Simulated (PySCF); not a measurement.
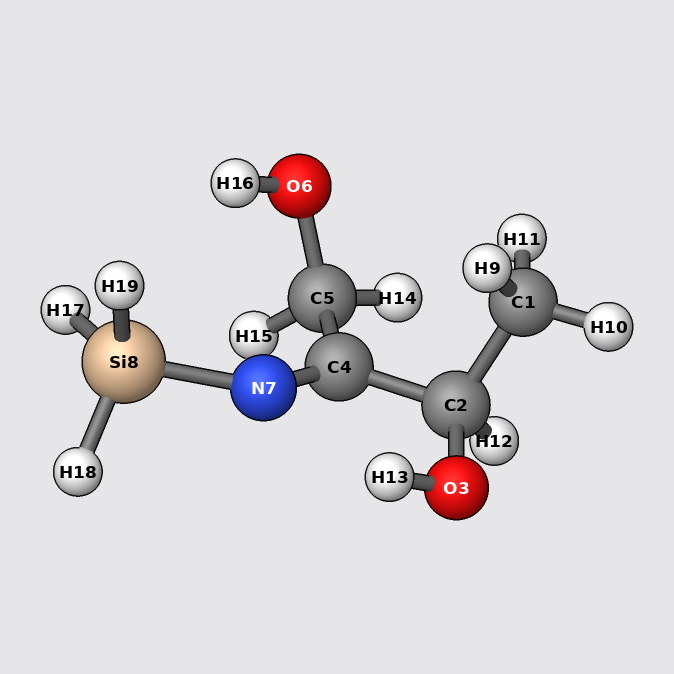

The geometry was computed by an optimisation with GFN2-xTB. No frequency run is at hand to confirm it as a minimum. Properties computed with GIAO PBE0/pcSseg-1 NMR shielding, non-relativistic, gas phase (PySCF 2.14.0). Principal shieldings σ11 ≤ σ22 ≤ σ33, span Ω = σ33 − σ11, skew κ = 3(σiso − σ22)/Ω.

Give the shielding tensors of the N atoms.

| atom | σ11 | σ22 | σ33 | σiso | Ω | κ |
| --- | --- | --- | --- | --- | --- | --- |
| N7 | −339.4 | −103.4 | 300.3 | −47.5 | 639.7 | 0.26 |

Shieldings and span in ppm.

The geometry is semi-empirical. Around Si such bond lengths and angles can be off by a tenth of an ångström or more and by several degrees, and values that hang on the shape move with them.
